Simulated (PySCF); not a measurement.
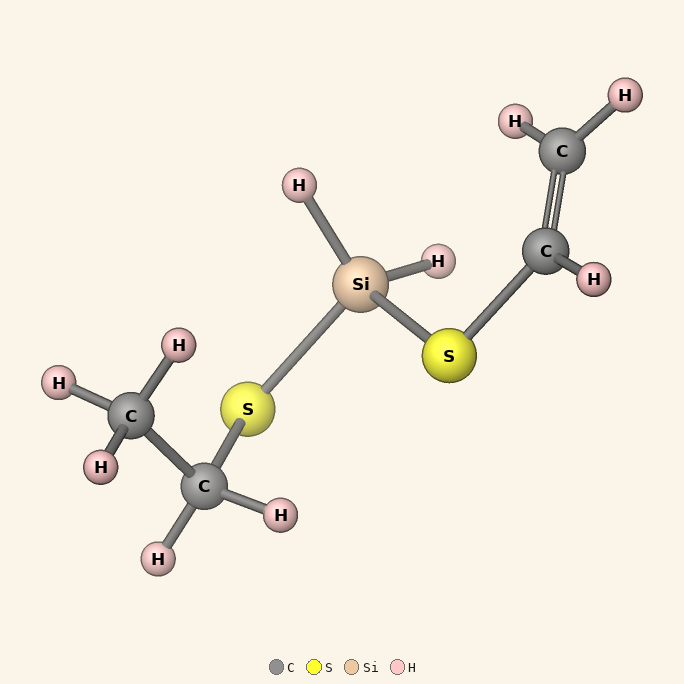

Orthographic view. Depth is shown by fading: the farther an atom, the more it takes the colour of the background. The geometry was computed by an optimisation with GFN2-xTB. No frequency run is at hand to confirm it as a minimum.

**Give the standard InChI.**

InChI=1S/C4H10S2Si/c1-3-5-7-6-4-2/h3H,1,4,7H2,2H3
